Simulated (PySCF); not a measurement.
# Carbon: the same states on changed settings

Aim: see what changed settings do to total energies and their difference. The change: radial step 1.2 in ln r (0.13 in the sound run), unsound on purpose. A sound run of the same states serves as the yardstick.

Program: PySCF 2.14.0. Level of theory: unrestricted determinants in a Gaussian basis, no spin-orbit coupling in the energies. These are calculated values, not measurements, unless marked.

### Step 1. What is computed

- Element: carbon (Z = 6)
- Basis: def2-SVP
- Hamiltonian: the non-relativistic Hamiltonian (point nucleus)
- State 1: C⁺: [He] 2s2 2p1, 2P determinant
- State 2: C²⁺: [He] 2s2, closed-shell 1S
- Methods: PBE0, B3LYP

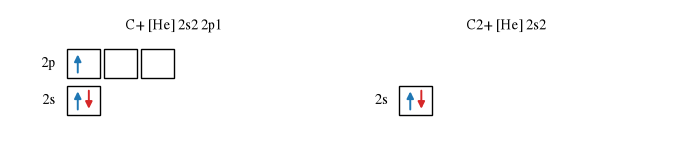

Outer shells as boxes.

The sound run (def2-SVP, the non-relativistic Hamiltonian (point nucleus), symmetry-adapted start, fine grid, valence correlation) gave:

| species | method | energy (hartree) |
| --- | --- | --- |
| C⁺ | UHF | -37.24419 |
| C⁺ | PBE0 | -37.33501 |
| C⁺ | B3LYP | -37.38787 |
| C⁺ | MP2 (valence) | -37.28599 |
| C⁺ | CCSD(T) (valence) | -37.31159 |
| C²⁺ | UHF | -36.35086 |
| C²⁺ | PBE0 | -36.41693 |
| C²⁺ | B3LYP | -36.46210 |
| C²⁺ | MP2 (valence) | -36.39095 |
| C²⁺ | CCSD(T) (valence) | -36.42400 |

One driver process ran all states and methods and kept the integrals in memory. Each run is shown as a PySCF script that sums up its settings (the driver passes frozen orbitals as a list and adds second-order terms of double hybrids); the logs are those of the runs themselves. The driver starts from symmetry-adapted Hartree-Fock orbitals, holds the occupation by maximum overlap and uses a logarithmic radial grid for functionals, so a plain start would take other cycles.

The driver's launch:

```
$ OMP_NUM_THREADS=1 python atomrun2.py TASK.json OUT
```

The grid is set inside the driver, so the scripts do not show it: radial step 1.2 in ln r (0.13 in the sound run).

### Step 2. Changed run, C⁺

#### PBE0

input.py

```python
from pyscf import gto, scf, dft, mp, cc
import basis_set_exchange as bse
mol = gto.M(atom="C 0 0 0", charge=1, spin=1, symmetry="D2h",
            basis=gto.basis.parse(bse.get_basis("def2-SVP", elements=["C"], fmt="nwchem", header=False)))
mf = dft.UKS(mol, xc="PBE0")
mf.irrep_nelec = {'Ag': (2, 2), 'B2u': (1, 0)}
mf.kernel()
```

Standard output:

```text
damping factor = 0
level_shift factor = 0
DIIS = <class 'pyscf.scf.diis.CDIIS'>
diis_start_cycle = 1
diis_space = 10
diis_damp = 0
SCF conv_tol = 1e-09
SCF conv_tol_grad = None
number electrons alpha = 3  beta = 2
XC functionals = PBE0
    C. Adamo and V. Barone.,  J. Chem. Phys. 110, 6158 (1999)
    M. Ernzerhof and G. E. Scuseria.,  J. Chem. Phys. 110, 5029 (1999)
cycle= 1 E= -37.2473081882911  delta_E= -0.0107  |g|= 0.0192  |ddm|= 0.328
cycle= 2 E= -37.2476228468022  delta_E= -0.000315  |g|= 0.00327  |ddm|= 0.0531
cycle= 3 E= -37.2476316295197  delta_E= -8.78e-06  |g|= 0.000179  |ddm|= 0.00815
cycle= 4 E= -37.2476316579724  delta_E= -2.85e-08  |g|= 5.48e-06  |ddm|= 0.000396
cycle= 5 E= -37.2476316580181  delta_E= -4.56e-11  |g|= 4.31e-07  |ddm|= 1.89e-05
converged SCF energy = -37.2476316580181  <S^2> = 0.75120287  2S+1 = 2.0012025
```

It took 0.02 s on 1 thread of Neoverse-V2, shared host, the integrals not counted.

The occupied shells:

| shell | electrons | mean orbital energy (eV) | spread (eV) | rms radius (bohr) |
| --- | --- | --- | --- | --- |
| 1s α | 1 | -301.61 | 0 | 0.313 |
| 1s β | 1 | -301.28 | 0 | 0.313 |
| 2s α | 1 | -26.812 | 0 | 1.73 |
| 2s β | 1 | -25.074 | 0 | 1.73 |
| 2p α | 1 | -19.557 | 0 | 1.74 |

⟨S²⟩ = 0.751, ⟨L²⟩ = 2.00.

#### B3LYP

input.py, as changed from the run before:

```diff
@@ -4,3 +4,3 @@
             basis=gto.basis.parse(bse.get_basis("def2-SVP", elements=["C"], fmt="nwchem", header=False)))
-mf = dft.UKS(mol, xc="PBE0")
+mf = dft.UKS(mol, xc="B3LYP")
 mf.irrep_nelec = {'Ag': (2, 2), 'B2u': (1, 0)}
```

Standard output:

```text
damping factor = 0
level_shift factor = 0
DIIS = <class 'pyscf.scf.diis.CDIIS'>
diis_start_cycle = 1
diis_space = 10
diis_damp = 0
SCF conv_tol = 1e-09
SCF conv_tol_grad = None
number electrons alpha = 3  beta = 2
XC functionals = B3LYP
    P. J. Stephens, F. J. Devlin, C. F. Chabalowski, and M. J. Frisch.,  J. Phys. Chem. 98, 11623 (1994)
cycle= 1 E= -37.2926217344729  delta_E= -0.0153  |g|= 0.029  |ddm|= 0.428
cycle= 2 E= -37.2933695204095  delta_E= -0.000748  |g|= 0.00651  |ddm|= 0.0861
cycle= 3 E= -37.2934074831927  delta_E= -3.8e-05  |g|= 0.000187  |ddm|= 0.0166
cycle= 4 E= -37.2934075276589  delta_E= -4.45e-08  |g|= 1.06e-05  |ddm|= 0.000521
cycle= 5 E= -37.2934075278418  delta_E= -1.83e-10  |g|= 2.94e-07  |ddm|= 4.09e-05
converged SCF energy = -37.2934075278418  <S^2> = 0.75111339  2S+1 = 2.0011131
```

It took 0.02 s on 1 thread of Neoverse-V2, shared host, the integrals not counted.

### Step 3. Changed run, C²⁺

#### PBE0

input.py

```python
from pyscf import gto, scf, dft, mp, cc
import basis_set_exchange as bse
mol = gto.M(atom="C 0 0 0", charge=2, spin=0, symmetry="D2h",
            basis=gto.basis.parse(bse.get_basis("def2-SVP", elements=["C"], fmt="nwchem", header=False)))
mf = dft.UKS(mol, xc="PBE0")
mf.irrep_nelec = {'Ag': (2, 2)}
mf.kernel()
```

Standard output:

```text
damping factor = 0
level_shift factor = 0
DIIS = <class 'pyscf.scf.diis.CDIIS'>
diis_start_cycle = 1
diis_space = 10
diis_damp = 0
SCF conv_tol = 1e-09
SCF conv_tol_grad = None
number electrons alpha = 2  beta = 2
XC functionals = PBE0
    C. Adamo and V. Barone.,  J. Chem. Phys. 110, 6158 (1999)
    M. Ernzerhof and G. E. Scuseria.,  J. Chem. Phys. 110, 5029 (1999)
cycle= 1 E= -36.3560951077483  delta_E= -0.00278  |g|= 0.00229  |ddm|= 0.189
cycle= 2 E= -36.3560961213425  delta_E= -1.01e-06  |g|= 4.33e-05  |ddm|= 0.00253
cycle= 3 E= -36.356096121741  delta_E= -3.99e-10  |g|= 5.45e-08  |ddm|= 5.31e-05
converged SCF energy = -36.356096121741  <S^2> = -4.4408921e-16  2S+1 = 1
```

It took 0.01 s on 1 thread of Neoverse-V2, shared host, the integrals not counted.

Orbital energies by shell (radii are means over both spins):

| shell | electrons | mean orbital energy (eV) | spread (eV) | rms radius (bohr) |
| --- | --- | --- | --- | --- |
| 1s | 2 | -320.47 | 0 | 0.312 |
| 2s | 2 | -39.926 | 0 | 1.56 |

⟨S²⟩ = 0.000, ⟨L²⟩ = 0.00.

#### B3LYP

input.py, as changed from the run before:

```diff
@@ -4,3 +4,3 @@
             basis=gto.basis.parse(bse.get_basis("def2-SVP", elements=["C"], fmt="nwchem", header=False)))
-mf = dft.UKS(mol, xc="PBE0")
+mf = dft.UKS(mol, xc="B3LYP")
 mf.irrep_nelec = {'Ag': (2, 2)}
```

Standard output:

```text
damping factor = 0
level_shift factor = 0
DIIS = <class 'pyscf.scf.diis.CDIIS'>
diis_start_cycle = 1
diis_space = 10
diis_damp = 0
SCF conv_tol = 1e-09
SCF conv_tol_grad = None
number electrons alpha = 2  beta = 2
XC functionals = B3LYP
    P. J. Stephens, F. J. Devlin, C. F. Chabalowski, and M. J. Frisch.,  J. Phys. Chem. 98, 11623 (1994)
cycle= 1 E= -36.3951659606276  delta_E= -0.00492  |g|= 0.00396  |ddm|= 0.261
cycle= 2 E= -36.3951704733705  delta_E= -4.51e-06  |g|= 0.00011  |ddm|= 0.00701
cycle= 3 E= -36.3951704775791  delta_E= -4.21e-09  |g|= 3.75e-07  |ddm|= 0.000214
cycle= 4 E= -36.3951704775791  delta_E= -1.42e-14  |g|= 1.66e-11  |ddm|= 5.28e-07
converged SCF energy = -36.3951704775791  <S^2> = 4.4408921e-16  2S+1 = 1
```

It took 0.02 s on 1 thread of Neoverse-V2, shared host, the integrals not counted.

### Step 4. Against the sound run

| species | method | converged | energy less sound run (eV) |
| --- | --- | --- | --- |
| C⁺ | PBE0 | yes | +2.3778 |
| C⁺ | B3LYP | yes | +2.5706 |
| C²⁺ | PBE0 | yes | +1.6553 |
| C²⁺ | B3LYP | yes | +1.8212 |

Ionisation energy of C⁺:

| method | sound run (eV) | changed run (eV) | shift (eV) |
| --- | --- | --- | --- |
| UHF | 24.309 | 24.309 | +0.000 |
| PBE0 | 24.982 | 24.260 | -0.722 |
| B3LYP | 25.192 | 24.442 | -0.749 |

### Step 5. Results

```
                                 quantity                                            value
                                   change  radial step 1.2 in ln r (0.13 in the sound run)
                           runs converged                                           4 of 4
largest shift of a converged total energy                                          2.57 eV
   largest shift of the ionisation energy                                -0.749 eV (B3LYP)
```

In words: The ionisation energy moves by up to 0.75 eV, at B3LYP. A coarse radial grid mis-integrates the density and the exchange-correlation energy, with errors of either sign; Hartree-Fock needs no grid. The setting is unsound on purpose, so these numbers are no properties of the atom.
